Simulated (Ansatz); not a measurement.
## Electronic structure of Cl3F2H3NTa in real space

```xyz
10

Ta   -0.0150   -0.0312    0.2121
F     1.7487    0.6381    0.1516
Cl   -0.0009    0.4235    2.5119
Cl    0.3597   -0.9294   -1.9207
F    -0.9124    1.5019   -0.3288
Cl   -1.8451   -1.4610    0.4994
N     1.1862   -1.9129    0.8844
H     1.0521   -2.7048    0.2542
H     0.9368   -2.2155    1.8270
H     2.1833   -1.6888    0.8877
```

Core potentials replace the inner electrons of Ta.

Level of theory: RKS PBE0-D4/def2-SVP (Ansatz 0.2.0).

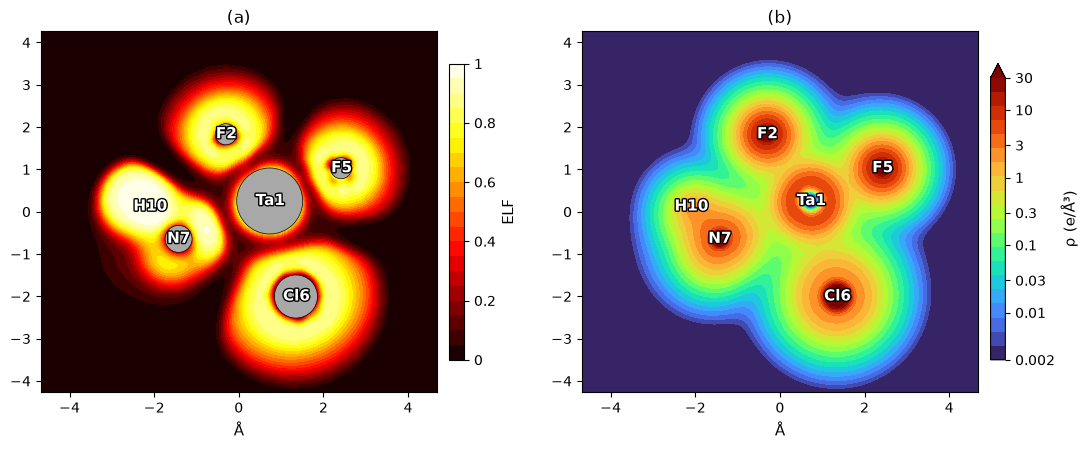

Figure 1. (a) ELF; (b) electron density on the plane of atoms F2, Ta1 and Cl6. Grey discs cover the atomic cores in the ELF map.

Q: Read the bonding off the picture.

A:
- The section cuts through Ta, F, Cl, N and H sites.
- Ta–F (1.86 Å): ρ at the midpoint is about 1 e/Å³; the ELF peaks at about 0.85 in the valence shell of F, 0.5 Å from its nucleus, and drops to about 0.20 between the two atoms.
- Ta–N (2.33 Å): the density is about 0.44 e/Å³ at the midpoint; the ELF peaks at about 0.95 in the valence shell of N, 0.7 Å from its nucleus, and is about 0.25 at the midpoint.
- Ta–Cl (2.34 Å): ρ at the midpoint is about 0.62 e/Å³; the ELF peaks at about 0.85 in the valence shell of Cl, 0.8 Å from its nucleus, and is about 0.35 at the midpoint.
- N–H (1.02 Å): ρ is about 2.9 e/Å³ halfway; the ELF climbs to about 1 towards the hydrogen, as it does in any bond to H: an ordinary covalent bond to hydrogen.

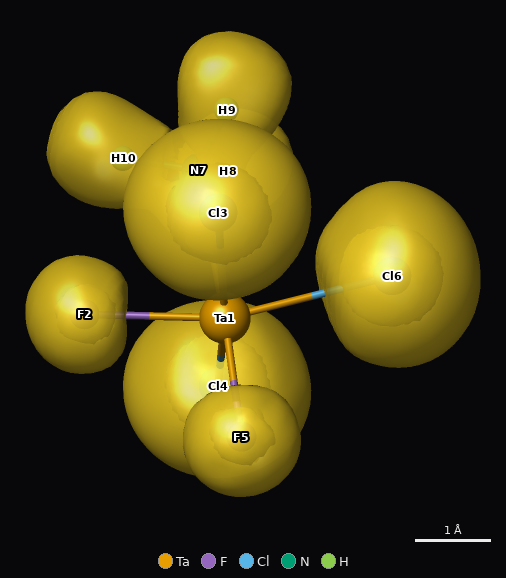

Figure 2. Isosurface of the electron localisation function at 0.75 (yellow), seen at an oblique angle. Only the valence region is drawn (cores and ρ < 0.01 e/Å³ removed).

Q: Where are the electrons localised?

A: At this value the surface marks out three regions wrapped around Cl (the valence shell of each), two regions wrapped around F (the valence shell of each) and one joined region spread over several atoms (H, N), in which their bonds and any lone pairs are merged.

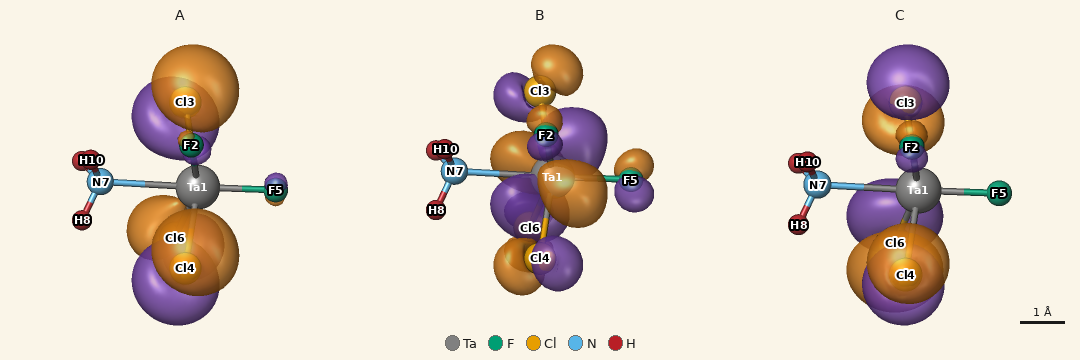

Figure 3. Three frontier orbitals at ±0.1 Å⁻³ᐟ² (orange and purple are the two phases), in no order.

Q: Order the three orbitals by energy and name them.

A: A is the HOMO−1 (−9.31 eV). Its weight (Hirshfeld) is mainly on Cl3 (about 40 %), Cl4 (about 40 %) and Cl6 (about 15 %); largely a combination of lone pairs on Cl3, Cl4 and Cl6. C is the HOMO (−8.71 eV). Its weight (Hirshfeld) is mainly on Cl6 (about 45 %), Cl3 (about 25 %) and Cl4 (about 25 %); largely a combination of lone pairs on Cl6, Cl3 and Cl4. B is the LUMO (−3.04 eV). It lies mainly on Ta1 (about 65 %), Cl3 (about 10 %) and Cl4 (about 10 %).

Q: What is the HOMO–LUMO gap?

A: 5.67 eV between the orbital energies.

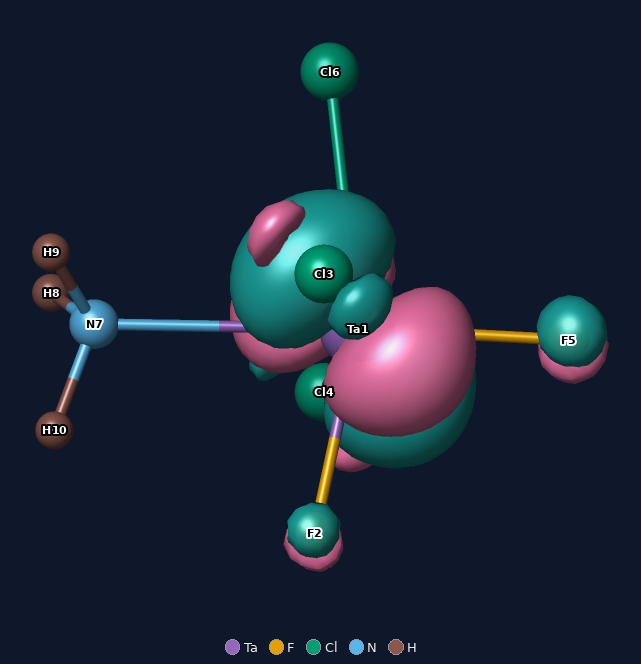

Figure 4. The LUMO at ±0.2 Å⁻³ᐟ² (teal and pink are the two phases), seen from one side.

Q: What is the character of this orbital?

A: It lies mainly on Ta1 (about 65 %), Cl3 (about 10 %) and Cl4 (about 10 %). Its energy is −3.04 eV.
